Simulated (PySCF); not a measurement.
# Atomic calculation for Ne

System: Ne, configuration 1s2 2s2 2p6, multiplicity 1.
Method: unrestricted HF, aug-cc-pVTZ-DK, spin-free X2C-1e, Gaussian nucleus (PySCF).

Results in brief:

```tsv
quantity	value
outcome	converged
total energy	−128.670170 hartree
SCF iterations	1
hardware	1 CPU thread, shared host
```

Input:
```python
from pyscf import gto, scf, dft, mp, cc
import basis_set_exchange as bse
mol = gto.M(atom="Ne 0 0 0", charge=0, spin=0, symmetry="D2h",
            basis=gto.basis.parse(bse.get_basis("aug-cc-pVTZ-DK", elements=["Ne"], fmt="nwchem")),
            nucmod="G")
mf = scf.UHF(mol).sfx2c1e()
mf.irrep_nelec = {'Ag': (2, 2), 'B1u': (1, 1), 'B2u': (1, 1), 'B3u': (1, 1)}
mf.kernel()
```

The script is an equivalent of what the driver set up; the driver started from orbitals of its own, so the log can be shorter than this script's would be, and it computed the properties (radii, ⟨L²⟩, response) afterwards. It held the occupations shell by shell, which the script's counts by irreducible representation don't always enforce.

The program's output (extracts):
```
damping factor = 0
level_shift factor = 0
DIIS = <class 'pyscf.scf.diis.CDIIS'>
diis_start_cycle = 1
diis_space = 10
diis_damp = 0
SCF conv_tol = 1e-09
SCF conv_tol_grad = None
number electrons alpha = 5  beta = 5
cycle= 1 E= -128.670170148754  delta_E= -7.82e-11  |g|= 1.09e-05  |ddm|= 2.93e-05
converged SCF energy = -128.670170148754  <S^2> = -1.8651747e-14  2S+1 = 1
```

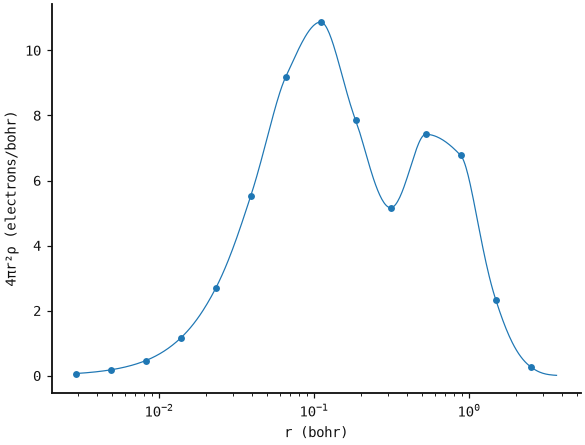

Figure 1. Spherically averaged radial density 4πr²ρ of the mean field; markers are the stored points, which are sparse, and the line is a monotone interpolation between them. The largest stored value is 10.9 electrons/bohr at r = 0.11 bohr. Root-mean-square radii of the shells: 1s 0.183, 2s 0.982, 2p 1.11 bohr.
